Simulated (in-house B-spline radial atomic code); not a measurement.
**Excited states and polarisability of In³⁹⁺ by several methods**

How far do the methods of linear response differ for In³⁹⁺? Each gives excitation energies, polarisability and C6.

Method: linear response of a closed shell, each method with its own adiabatic kernel; spin-free one-electron X2C, finite nucleus; B-spline basis; no spin-orbit coupling, no double excitations; only terms of natural parity, (−1)^L, with L up to 3 are computed. Code: in-house B-spline radial atomic code version 1.

**1. The atom as given**

| Quantity | Value |
| --- | --- |
| element | indium (Z = 49) |
| charge | +39 |
| configuration | [He] 2s2 2p6 |
| runs | TDHF; PBE; B3LYP; HSE06; BP86; PBEsol |

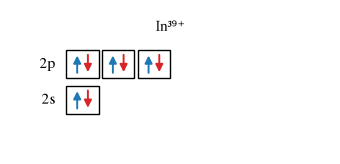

The shells outside the core, filled by Hund's rule for the drawing.

**2. TDHF**

Input settings:

```ini
Z = 49
electrons = 10.0
configuration = [He] 2s2 2p6
hamiltonian = x2c
method = hf
box_radius = 3.26
rms_radius = 4.6156
intervals = 64
```

Run with:

```console
$ python run_td.py task.json out
```

task.json lists these runs, among others, and the program works through them in turn.

**3. PBE**

The settings differ from step 2 so:

```diff
@@ -4,3 +4,3 @@
 hamiltonian = x2c
-method = hf
+method = pbe,pbe
 box_radius = 3.26
```

**4. B3LYP**

The settings differ from step 3 so:

```diff
@@ -4,3 +4,3 @@
 hamiltonian = x2c
-method = pbe,pbe
+method = b3lyp
 box_radius = 3.26
```

**5. HSE06**

The settings differ from step 4 so:

```diff
@@ -4,3 +4,3 @@
 hamiltonian = x2c
-method = b3lyp
+method = hse06
 box_radius = 3.26
```

**6. BP86**

The settings differ from step 5 so:

```diff
@@ -4,3 +4,3 @@
 hamiltonian = x2c
-method = hse06
+method = b88,p86
 box_radius = 3.26
```

**7. PBEsol**

The settings differ from step 6 so:

```diff
@@ -4,3 +4,3 @@
 hamiltonian = x2c
-method = b88,p86
+method = pbesol
 box_radius = 3.26
```

What does the calculation give? Wanted: for each run, threshold; 2p→3s ¹P; 2p→3s ³P, Tamm-Dancoff; α; C6.

As calculated:

| run | threshold (eV) | 2p→3s ¹P (eV) | 2p→3s ³P, Tamm-Dancoff (eV) | α (bohr³) | C6 (hartree bohr⁶) | time |
| --- | --- | --- | --- | --- | --- | --- |
| TDHF | 6197.4 | 3468.6 | 3461.1 | 0.0002930 | 9.984e-06 | 0.4 s |
| PBE | 6092.3 | 3430.1 | 3423.0 | 0.0002951 | 1.008e-05 | 0.3 s |
| B3LYP | 6114.3 | 3426.9 | 3416.6 | 0.0002946 | 1.006e-05 | 0.4 s |
| HSE06 | 6118.1 | 3439.6 | 3432.4 | 0.0002946 | 1.006e-05 | 0.6 s |
| BP86 | 6093.4 | 3433.3 | 3426.4 | 0.0002949 | 1.007e-05 | 0.3 s |
| PBEsol | 6090.4 | 3431.2 | 3424.1 | 0.0002952 | 1.009e-05 | 0.3 s |

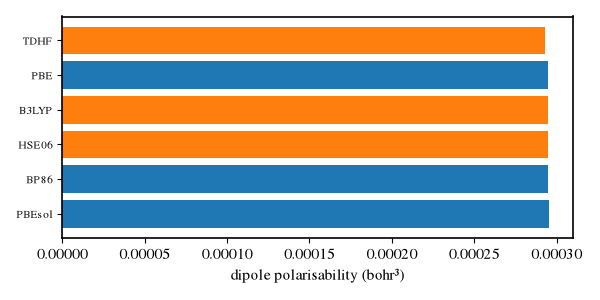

Polarisability by method; semilocal functionals blue, the others orange.

What this shows: α runs from 0.000293 (TDHF) to 0.000295 bohr³ (PBEsol). The semilocal functionals put the threshold at 6090.4 to 6093.4 eV, under Hartree-Fock's 6197.4 eV, through self-interaction. Spin-orbit coupling, absent here, splits and mixes these terms strongly in an ion this highly charged, so they need not match single real levels.
